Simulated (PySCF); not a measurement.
Pt(Cl)4, SMILES [Cl][Pt-2]([Cl])([Cl])[Cl] (Cl4Pt (anion, charge -2)) at its PBE0/def2-SVP optimised geometry (Å):

```
5

Pt     0.0000     0.0000     0.0000
Cl     0.0001     2.3701     0.0000
Cl    -2.3701    -0.0001     0.0001
Cl    -0.0001    -2.3701     0.0001
Cl     2.3701     0.0000     0.0000
```

Calculation: PBE0/def2-TZVPD, def2 effective core potentials past Kr (PySCF). The core electrons that the potentials of Pt replace are not part of the density.

Map of the Laplacian of the electron density (e/bohr⁵) on the plane z = 1.2 Å:

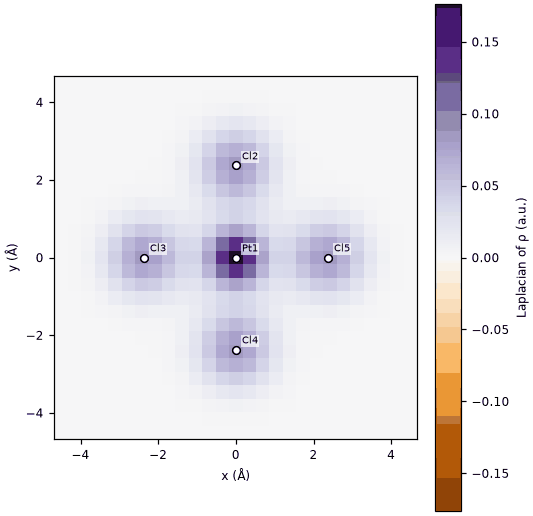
Figure. Laplacian of the electron density (e/bohr⁵) on the plane z = 1.2 Å.
